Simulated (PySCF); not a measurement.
## CH₁₀Si₂: a changed input and its effect

System: CH₁₀Si₂.
Method of run A: RKS PBE0-D4/def2-TZVPP, density fitting (PySCF 2.14.0).

The geometry comes from this level: PBE0-D4/def2-TZVP. Text and figures count atoms from 1; the logs count them from 0 in places.

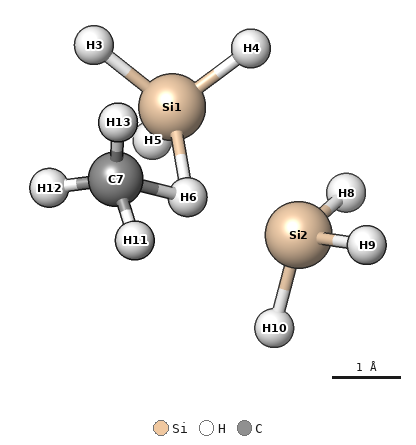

**Figure 1.** The structure (ball-and-stick view, seen at an oblique angle; atoms are numbered from 1 in the order of the input).

Input file, run A:
```python
import json, numpy as np
from pyscf import gto, scf, dft, mp, cc
EV, BOHR = 27.211386245988, 0.529177210903
mol = gto.M(atom="""
Si -0.200577 0.908301 0.737553
Si 1.458669 -1.151432 0.266175
H -1.261078 1.989906 0.774814
H -0.437968 0.175254 2.008013
H 1.048915 1.691568 0.547874
H -0.222151 -0.234115 -0.456970
C -1.323638 0.287674 -1.021041
H 2.317079 -0.867114 1.455754
H 0.986020 -2.567570 0.407885
H 2.363716 -1.127168 -0.928330
H -1.211889 -0.534851 -1.738544
H -1.237871 1.238390 -1.546256
H -2.279126 0.191057 -0.506727
""", basis="def2-tzvpp", charge=0, spin=0, max_memory=8670, verbose=0)
def mean_field(mol, dm=None):
    mf = dft.RKS(mol, xc="pbe0").density_fit()
    mf.conv_tol = 1e-9; mf.grids.level = 4
    mf.kernel(dm0=dm)
    if not mf.converged: mf = mf.newton().run(mf.mo_coeff, mf.mo_occ)
    assert mf.converged
    return mf
def d4(mol):
    from pyscf.dispersion.dftd4 import DFTD4Dispersion
    real = gto.M(atom=[(mol.atom_pure_symbol(i), mol.atom_coord(i)) for i in range(13)], unit='B', charge=mol.charge, spin=None, basis='def2-svp', verbose=0)
    r = DFTD4Dispersion(real, xc="pbe0", atm=True).get_dispersion(grad=True); return r["energy"], r["gradient"]
def energy_and_gradient(mol, dm=None):
    mf = mean_field(mol, dm); e, g = d4(mol)
    return mf, (mf.e_tot + e) * EV, (mf.nuc_grad_method().kernel()[:13] + g) * EV / BOHR
out = {}
mf = mean_field(mol); e = d4(mol)[0]
out.update(energy=(mf.e_tot + e) * EV, converged=True, dispersion=e * EV)
out['s2'] = mf.spin_square()[0]; out['nelec'] = mol.nelec
print(f"Total energy {out['energy']:.6f} eV, <S^2> {out['s2']:.4f}")
json.dump(out, open("out.json", "w"), default=float)
```

Launched with:
```bash
OMP_NUM_THREADS=4 python run.py
```

Hardware: 4 threads of Arm Neoverse V2, 23 GiB of memory available, shared host.

Output (run A):
```
Total energy -16944.448562 eV, <S^2> 0.0000
```

For run B the input was changed thus:
```diff
-Si -0.200577 0.908301 0.737553
-Si 1.458669 -1.151432 0.266175
-H -1.261078 1.989906 0.774814
-H -0.437968 0.175254 2.008013
-H 1.048915 1.691568 0.547874
-H -0.222151 -0.234115 -0.456970
-C -1.323638 0.287674 -1.021041
-H 2.317079 -0.867114 1.455754
-H 0.986020 -2.567570 0.407885
-H 2.363716 -1.127168 -0.928330
-H -1.211889 -0.534851 -1.738544
-H -1.237871 1.238390 -1.546256
-H -2.279126 0.191057 -0.506727
+Si -0.673876 1.359591 0.475590
+Si 1.851053 -1.776830 0.333674
+H -0.974732 2.764049 0.865087
+H -0.936226 0.482547 1.648209
+H 0.776727 1.273409 0.150352
+H 0.448233 -1.763444 -0.155699
+C -1.711737 0.841830 -0.991156
+H 1.899661 -1.226190 1.710307
+H 2.349651 -3.176241 0.339484
+H 2.696173 -0.954494 -0.567522
+H -1.477113 -0.182614 -1.288629
+H -1.526244 1.495788 -1.846327
+H -2.775886 0.891407 -0.749682
```

Predict how the results change.

With the same method and basis, run B lies 74.1 kcal/mol lower.

Output (run B):
```
Total energy -16947.661862 eV, <S^2> 0.0000
```

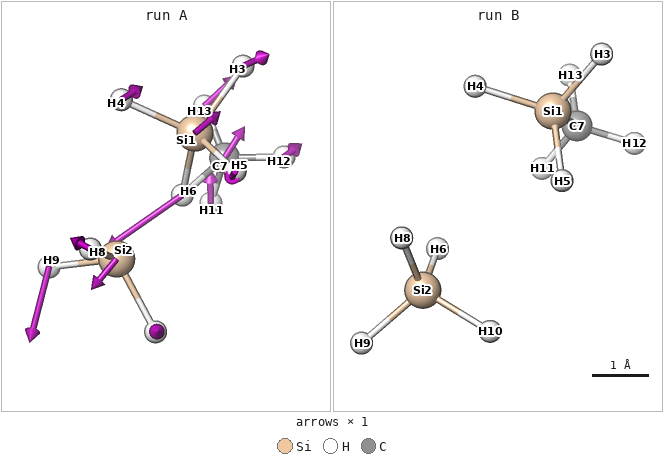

**Figure 2.** The two input geometries at one scale (ball-and-stick view, seen at a tilt). The pink arrows on the first give the shifts of the atoms after the best rigid fit, at true length. The largest move after the best rigid fit is that of H6, 1.70 Å. By element the largest moves are H 1.70 Å, Si 0.74 Å, C 0.69 Å. Among the contacts that change: H6–C7 1.343 → 3.486 Å, Si1–H6 1.653 → 3.378 Å, Si2–H6 2.047 → 1.486 Å, Si1–C7 2.177 → 1.870 Å.

The two runs side by side:

```tsv
quantity	run A	run B
outcome	converged	converged
total energy (hartree)	−622.696999	−622.815086
basis functions	255	255
wall time (shared host)	16 s	15 s
```
